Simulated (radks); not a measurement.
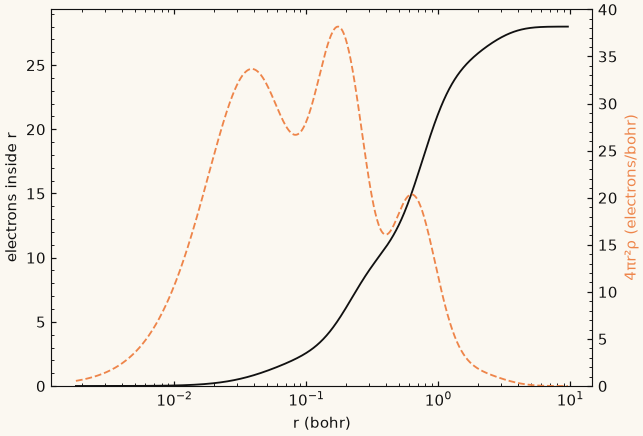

The neutral nickel atom in the configuration [Ar] 3d8 4s2. Method: non-relativistic Kohn-Sham, LDA (Slater exchange, Perdew-Wang correlation), spin-unpolarised, spherical densities, point nucleus; computed with the in-house radial solver radks.

```
Z 28
configuration [Ar] 3d8 4s2
relativity non-relativistic
functional lda,pw
spin unpolarised
nucleus point
```

The plot shows the number of electrons inside radius r (solid) and the radial density 4πr²ρ (dashed).

Q: Describe it and give its main numbers.

Answer: The count levels off at 28 electrons. Half of them lie within 0.578 bohr, 90 % within 1.68 bohr and 99 % within 4.08 bohr. The radial density has minima at 0.0829 and 0.401 bohr, where the count stands at 2.1 and 10.8; these part the shells that the density resolves.
